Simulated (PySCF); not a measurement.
## Electronic structure of Cl4H6P2Ti (cis-Ti(PH3)2Cl4) in real space

```xyz
13

Ti   -0.9045   -0.0085   -0.9298
P    -0.8039    0.3798    1.6681
H     0.4156    0.2481    2.3850
H    -1.6135   -0.4639    2.4669
H    -1.2012    1.6498    2.1553
Cl   -0.5563   -0.4024   -3.0705
P     1.6902   -0.3826   -0.7628
H     2.1981   -1.6490   -1.1450
H     2.3677   -0.2459    0.4785
H     2.5095    0.4667   -1.5464
Cl   -3.0544    0.3695   -0.6256
Cl   -0.1625    2.1452   -0.8790
Cl   -0.8541   -2.1588   -0.1726
```

Geometry: PBE0-D3(BJ)/def2-SVP.

The calculation used PySCF 2.14.0, CAM-B3LYP/def2-SVPD, SCF density, gas phase.

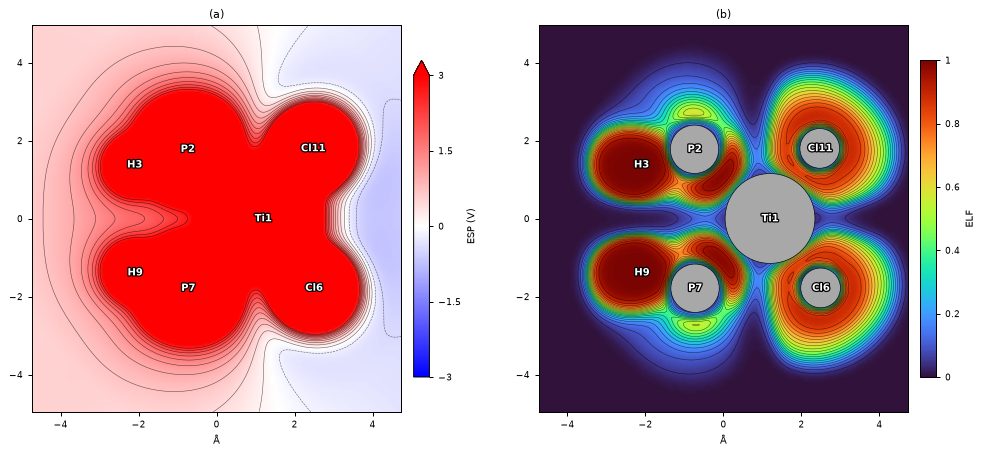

Figure 1. (a) molecular electrostatic potential; (b) ELF on the plane of atoms Ti1, P7 and H9. Grey discs cover the atomic cores in the ELF map.

Q: Read the bonding off the picture.

A:
- Atoms in the plane: Ti, P, H and Cl.
- Ti–Cl (2.20 Å): the ELF peaks at about 0.85 in the valence shell of Cl, 0.8 Å from its nucleus, and is about 0.40 at the midpoint.
- Ti–P (2.63 Å): the ELF peaks at about 1 in the valence shell of P, 1.0 Å from its nucleus, and is about 0.70 at the midpoint.
- P–H (1.42 Å): the ELF climbs to about 1 towards the hydrogen, as it does in any bond to H.
- Outside the dense part of the molecule the potential is most negative (−0.7 V) near Cl6 and Cl11.

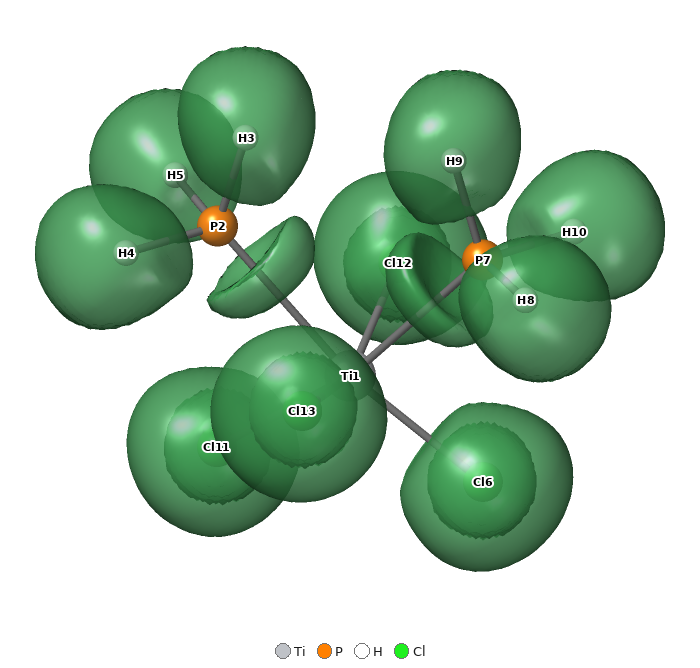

Figure 2. Isosurface of the electron localisation function at 0.8 (green), seen at an oblique angle. Only the valence region is drawn (cores and ρ < 0.01 e/Å³ removed).

Q: What do the ELF domains correspond to?

A: The surface consists of six regions around hydrogen nuclei, two lobes of the valence shell of P pointing towards Ti (polar bonds) and four regions wrapped around Cl (the valence shell of each).

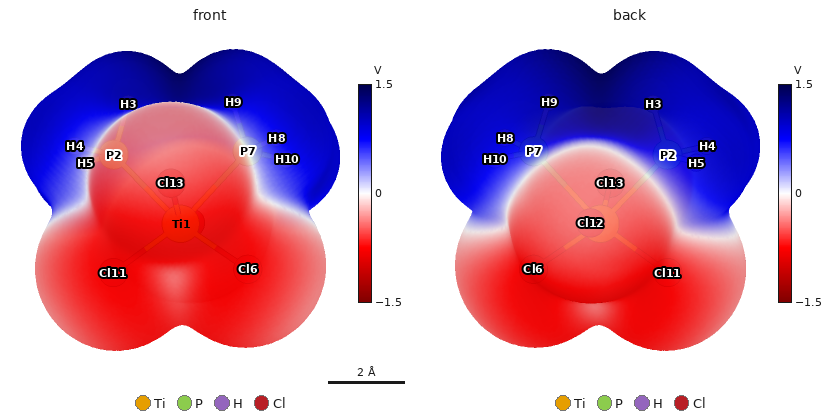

Figure 3. The molecular electrostatic potential painted on the density surface at 0.001 e/bohr³, seen from the front and from behind; the colour scale runs from red (negative) to blue (positive).

Q: Describe the electrostatic potential map.

A: The most negative region (about −0.9 V, or −21 kcal/mol for a unit charge) lies over Cl6, Cl11, Cl12 and Cl13, the most positive (about +1.4 V, or +32 kcal/mol for a unit charge) over H3 and H9.
